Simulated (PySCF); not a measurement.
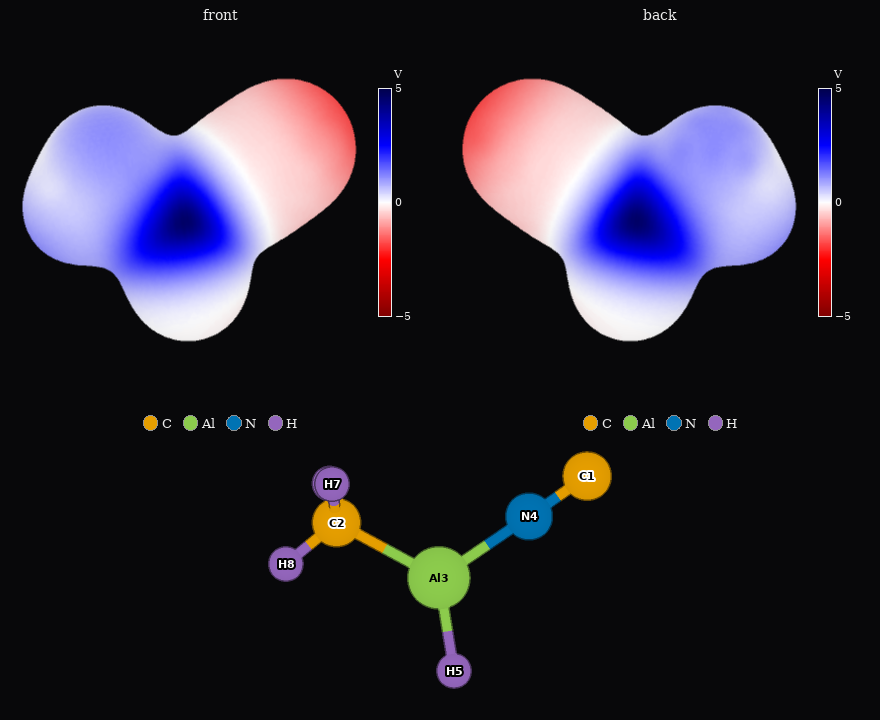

Figure 1: C$_{2}$H$_{4}$AlN (SMILES [C-]#[N+][AlH][CH3]). The molecular electrostatic potential painted on the density surface at 0.002 e/bohr³, seen from the front and from behind; red is negative and blue positive. The bare structure is drawn below in the same view.

Geometry: B3LYP/6-31G*.

Theory: Gaussian-basis quantum chemistry of an isolated molecule with PySCF, energy and nuclear gradient, functional PBE0 in PySCF 2.14.0.

Input

```
import pyscf.grad
from pyscf import gto, dft

system = gto.Mole()
system.atom = 'start.xyz'
system.charge = 0
system.verbose = 3
system.spin = 0
system.max_memory = 3720
system.basis = 'def2-tzvpd'
system.build()

mf = dft.RKS(system)
mf.xc = 'pbe0'
mf = mf.density_fit(auxbasis='def2-universal-jkfit')
mf.conv_tol = 1e-09
mf.max_cycle = 100
mf.grids.level = 3
mf.kernel()
if not mf.converged:
    mf = mf.newton().run(mf.mo_coeff, mf.mo_occ)

energy = mf.e_tot
print('E(%s) = %.9f' % ('PBE0', energy))
grad = mf.Gradients().kernel()
mf.analyze()
```

Run with:

```sh
OMP_NUM_THREADS=2 python input.py
```

**Which sites attract a positive test charge, and which a negative one?**

A positive charge is drawn to the negative regions and a negative charge to the positive ones. The most negative region (about −1.8 V) lies over C1, the most positive (about +4.5 V) over Al3.

**What dipole moment does the calculation give?**

Its dipole moment is 3.68 D.
